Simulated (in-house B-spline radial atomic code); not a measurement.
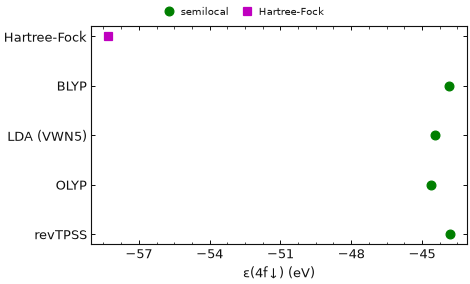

System: Hf³⁺ (Z = 72, 69 electrons), configuration [Xe] 4f14 5d1 (high spin). All runs are scalar-relativistic, spin-polarised and spherical, computed with an in-house B-spline radial code (spin-free X2C). Hartree-Fock is the average over the configuration. The plot shows the eigenvalue (eV) of the 4f down orbital by 5 methods.

Question: Rank the methods.

Answer: The deepest is Hartree-Fock (−58.3) and the shallowest revTPSS (−43.8), a spread of 14.5 eV. In order (eV): Hartree-Fock (−58.3), OLYP (−44.6), LDA (VWN5) (−44.4), BLYP (−43.9), revTPSS (−43.8). On the whole, exact exchange removes self-interaction and deepens occupied levels.
